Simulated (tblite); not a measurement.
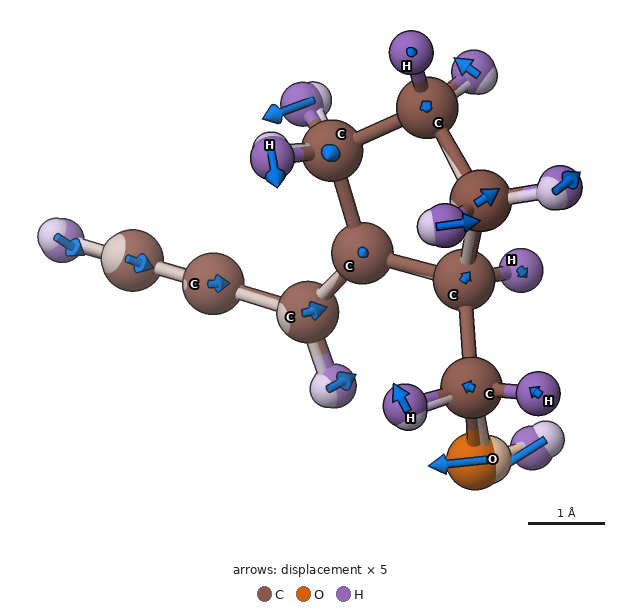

A relaxation of C₉H₁₂O. The starting structure is drawn faded, the final one solid; blue arrows show the displacements, 5 times their true length. The two geometries are superimposed by the best rigid fit.

A ball-and-stick model, seen at a tilt.

Level of theory: GFN2-xTB geometry optimisation, gas phase (tblite 0.8.0). 

Describe the change and its energy.

Answer. After 89 geometry steps the energy has fallen by 8.91 kJ/mol. An H atom moves most after the best rigid fit: 0.21 Å. By element the largest moves are H 0.21 Å, O 0.16 Å, C 0.09 Å. Near-neighbour distances that change, for instance: C–O 1.425 → 1.407 Å, C–C 1.521 → 1.503 Å, C–C 1.216 → 1.202 Å, C–H 1.092 → 1.082 Å. Bond angles that change, for instance: O–C–H 106.5° → 110.2°, C–C–C 117.3° → 114.2°, C–C–H 111.5° → 108.9°.
